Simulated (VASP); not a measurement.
Band structure of Pd (relaxed from the simple-cubic structure, space group Pm-3m). All values below come from r2SCAN meta-GGA, VASP's PBE PAW potentials (set 64) (plane waves; VASP).

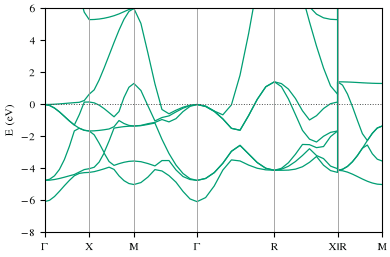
Fig. 1. Bands along high-symmetry lines, zero at the valence-band maximum or, without a gap, the Fermi level

### Question
Read the plot: is there a gap, and where are the band edges?

### Answer
It has no gap at this level: it comes out as a metal or semimetal.

The structure was generated: Pd was put into the simple-cubic type (Pm-3m), which need not be its known phase. It was relaxed first, which changed the volume by +5 %.
